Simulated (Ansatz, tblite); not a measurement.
**Ga(NH3)F3 (F₃GaH₃N): removing an electron**

What does removing an electron cost or gain for Ga(NH3)F3 (F₃GaH₃N)? Each charged state is run at several levels.

The runs use Ansatz 0.2.0, Gaussian basis; as each input shows.

Plan: charge +1 doublet, at the geometry of the singlet (PBE0-D4/def2-TZVP, PBE-D4/def2-TZVP, r2SCAN-D4/def2-TZVP); the starting singlet's energies come from earlier runs.

**1. The relaxed structure**

The geometry is that of the singlet, from an earlier relaxation (PBE-D4/def2-SVP).

8 atoms, charge 0, spin multiplicity 1.

Atoms are counted from 1 here; the program's logs count them from 0.

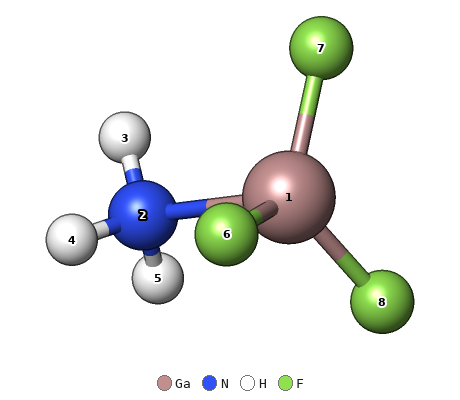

The structure; gallium pink, nitrogen blue, hydrogen white, fluorine green; atoms are numbered from 1 in the order of the file.

Geometry (Å):

```
Ga   -0.00241    0.00381   -1.05886
N     0.00225   -0.00353    1.01824
H    -0.65841    0.69962    1.37786
H     0.94392    0.21577    1.37234
H    -0.27628   -0.92996    1.37090
F     1.70112    0.38999   -1.36259
F    -1.18876    1.28800   -1.35332
F    -0.52143   -1.66369   -1.36458
```

**2. Charge +1 doublet at the fixed geometry, first pass, PBE0-D4/def2-SVP**

Input file in.yaml:

```yaml
crystal:
  periodic: [false, false, false]
  atoms:
    - {symbol: Ga, position_ang: [-0.002405, 0.003806, -1.058856]}
    - {symbol: N, position_ang: [0.002254, -0.003528, 1.018236]}
    - {symbol: H, position_ang: [-0.658406, 0.699623, 1.377855]}
    - {symbol: H, position_ang: [0.943921, 0.215769, 1.372345]}
    - {symbol: H, position_ang: [-0.276281, -0.929956, 1.370902]}
    - {symbol: F, position_ang: [1.701119, 0.389986, -1.362589]}
    - {symbol: F, position_ang: [-1.188759, 1.288003, -1.353322]}
    - {symbol: F, position_ang: [-0.521434, -1.663694, -1.364581]}
basis:
  gaussian: {orbitals: def2-SVP}
total_charge: 1
magnetization: {spin_polarized: true, initial_magnetization: 1}
hamiltonian: {xc: pbe0, dispersion: d4}
output: {orbitals: {seedname: orbitals}}
```

Command:

```
$ ansatz run in.yaml --threads 4 --pin off --events-out ev --progress --plain --max-ram 3916MiB
```

Output:

```text
Functional definition: PBE0
  name "PBE0"
  cite "Adamo & Barone, J. Chem. Phys. 110, 6158 (1999) doi:10.1063/1.478522"
  cite "Perdew, Burke & Ernzerhof, Phys. Rev. Lett. 77, 3865 (1996) doi:10.1103/PhysRevLett.77.3865"
  parent pbe
  parameter a = 0.25
  parameter kappa = 0.804
  parameter beta = 0.06672455060314922
  exchange = (1 - a)*pbe_x(kappa = kappa, mu = beta*pi^2/3) + a*exact_x
  correlation = pbe_c(beta = beta)
999 factors; integrals over basis functions are off by at most 9.3e-4 eV
mean field evaluation 1: about -62014.7702 eV, gradient 6.5e1 eV
mean field evaluation 2: about -61980.4975 eV, gradient 1.2e2 eV
mean field evaluation 4: about -62028.2662 eV, gradient 1.3e1 eV
mean field evaluation 8: about -62028.9565 eV, gradient 6.3e-1 eV
mean field evaluation 16: about -62029.0447 eV, gradient 5.5e-3 eV
mean field evaluation 32: about -62029.0724 eV, gradient 1.1e-1 eV
mean field evaluation 64: about -62029.0026 eV, gradient 4.0e0 eV
mean field -62029.07246243 eV, -2279.5263681788 hartree, gradient 7.4e-6 eV, S^2 0.756927; 6 other end points of the search recorded, 0 dependent functions left out
reference -62029.07249276 eV, -2279.5263692935 hartree; 34, 33 occupied and 69, 70 virtual orbitals, 999 factors
Total energy: -62029.17356852 eV, -2279.5300837592 hartree
```

Wall time 7.5 s (4 threads of Arm Neoverse V2, shared host).

HOMO -16.50 eV, LUMO -14.93 eV (over both spins); ⟨S²⟩ 0.757 (pure: 0.75).

**3. Charge +1 doublet at the fixed geometry, PBE0-D4/def2-TZVP**

start.molden holds the orbitals of an earlier run on this state, given as this run's starting guess.

Changes to in.yaml since step 2:

```diff
@@ -12,3 +12,3 @@
 basis:
-  gaussian: {orbitals: def2-SVP}
+  gaussian: {orbitals: def2-TZVP, initial_orbitals: start.molden}
 total_charge: 1
@@ -16,2 +16,3 @@
 hamiltonian: {xc: pbe0, dispersion: d4}
+scf: {omitted_lower_state_checks: [starts]}
 output: {orbitals: {seedname: orbitals}}
```

Same command.

Output (excerpt; [...] marks lines left out):

```text
Functional definition: PBE0
  name "PBE0"
  cite "Adamo & Barone, J. Chem. Phys. 110, 6158 (1999) doi:10.1063/1.478522"
  cite "Perdew, Burke & Ernzerhof, Phys. Rev. Lett. 77, 3865 (1996) doi:10.1103/PhysRevLett.77.3865"
  parent pbe
[...]
1168 factors; their error is unknown
[...]
mean field -62047.68910223 eV, -2280.2105170728 hartree, gradient 4.5e-6 eV, S^2 0.758193; 0 other end points of the search recorded, 0 dependent functions left out
reference -62047.68912546 eV, -2280.2105179265 hartree; 34, 33 occupied and 156, 157 virtual orbitals, 1168 factors
Total energy: -62047.79020122 eV, -2280.2142323922 hartree
Checks for a lower state left out: starts
```

It took 13 s on 4 threads of Arm Neoverse V2, shared host; peak memory 0.91 GiB.

Report: HOMO -16.43 eV, LUMO -14.91 eV (over both spins); ⟨S²⟩ 0.758 (pure: 0.75).

**4. Charge +1 doublet at the fixed geometry, PBE-D4/def2-TZVP**

Changes to in.yaml since step 3:

```diff
@@ -15,3 +15,3 @@
 magnetization: {spin_polarized: true, initial_magnetization: 1}
-hamiltonian: {xc: pbe0, dispersion: d4}
+hamiltonian: {xc: pbe, dispersion: d4}
 scf: {omitted_lower_state_checks: [starts]}
```

Same command.

Output:

```text
Functional definition: PBE
  name "PBE"
  cite "Perdew, Burke & Ernzerhof, Phys. Rev. Lett. 77, 3865 (1996) doi:10.1103/PhysRevLett.77.3865"
  parent pbe
  parameter kappa = 0.804
  parameter beta = 0.06672455060314922
  exchange = pbe_x(kappa = kappa, mu = beta*pi^2/3)
  correlation = pbe_c(beta = beta)
these checks for a lower state are left out or cut short: starts
1123 factors; their error is unknown
mean field evaluation 1: about -62047.3269 eV, gradient 9.1e0 eV
mean field evaluation 2: about -62047.5119 eV, gradient 2.3e-1 eV
mean field evaluation 4: about -62047.4861 eV, gradient 6.9e-1 eV
mean field evaluation 8: about -62047.4886 eV, gradient 1.0e-2 eV
mean field evaluation 16: about -62047.4886 eV, gradient 7.2e-4 eV
mean field -62047.48858105 eV, -2280.2031480553 hartree, gradient 2.5e-6 eV, S^2 0.752049; 0 other end points of the search recorded, 0 dependent functions left out
reference -62047.48861392 eV, -2280.2031492631 hartree; 34, 33 occupied and 156, 157 virtual orbitals, 1123 factors
Total energy: -62047.60883577 eV, -2280.2075673346 hartree
Checks for a lower state left out: starts
```

Wall time 4.2 s (4 threads of Arm Neoverse V2, shared host).

Report: HOMO -15.19 eV, LUMO -15.10 eV (over both spins); ⟨S²⟩ 0.752 (pure: 0.75).

**5. Charge +1 doublet at the fixed geometry, r2SCAN-D4/def2-TZVP**

Changes to in.yaml since step 4:

```diff
@@ -15,3 +15,3 @@
 magnetization: {spin_polarized: true, initial_magnetization: 1}
-hamiltonian: {xc: pbe, dispersion: d4}
+hamiltonian: {xc: r2scan, dispersion: d4}
 scf: {omitted_lower_state_checks: [starts]}
```

The command is unchanged.

Output (excerpt; [...] marks lines left out):

```text
Functional definition: r2SCAN
  name "r2SCAN"
  cite "Furness, Kaplan, Ning, Perdew & Sun, J. Phys. Chem. Lett. 11, 8208 (2020) doi:10.1021/acs.jpclett.0c02405"
  cite "Furness, Kaplan, Ning, Perdew & Sun, J. Phys. Chem. Lett. 11, 9248 (2020) doi:10.1021/acs.jpclett.0c03077"
  parent r2scan
[...]
1123 factors; their error is unknown
[...]
mean field -62060.36050850 eV, -2280.6761826642 hartree, gradient 1.0e-5 eV, S^2 0.754391; 0 other end points of the search recorded, 0 dependent functions left out
reference -62060.36051844 eV, -2280.6761830295 hartree; 34, 33 occupied and 156, 157 virtual orbitals, 1123 factors
Total energy: -62060.38882722 eV, -2280.6772233580 hartree
Checks for a lower state left out: starts
```

Wall time 16 s (4 threads of Arm Neoverse V2, shared host).

From the report: HOMO -15.51 eV, LUMO -15.30 eV (over both spins); ⟨S²⟩ 0.754 (pure: 0.75).

**6. Vertical ionisation energy**

Charged state less starting state, singlet to doublet; the starting state's energies are those of its earlier runs.

```
              level  vertical ionisation energy (eV)   time
   PBE-D4/def2-TZVP                           +11.76  5.6 s
r2SCAN-D4/def2-TZVP                           +12.09   19 s
  PBE0-D4/def2-TZVP                           +12.66   15 s
```

Times add the two runs; a level without a time comes out of a correlated run.

Beside −ε(HOMO) of the starting state:

```
              level  −ε(HOMO) (eV)  by difference (eV)  mismatch (eV)
   PBE-D4/def2-TZVP           8.25               11.76          -3.51
r2SCAN-D4/def2-TZVP           8.74               12.09          -3.35
  PBE0-D4/def2-TZVP          10.33               12.66          -2.33
```

**7. What came out**

| quantity | value |
| --- | --- |
| vertical ionisation energy, functionals in def2-TZVP | 11.76 (PBE-D4) to 12.66 eV (PBE0-D4) |

**Reading.** The vertical ionisation energy spans 11.76 to 12.66 eV over the functionals. −ε(HOMO) misses the level's own difference by -2.33 eV at best (PBE0-D4) and -3.51 eV at worst (PBE-D4).
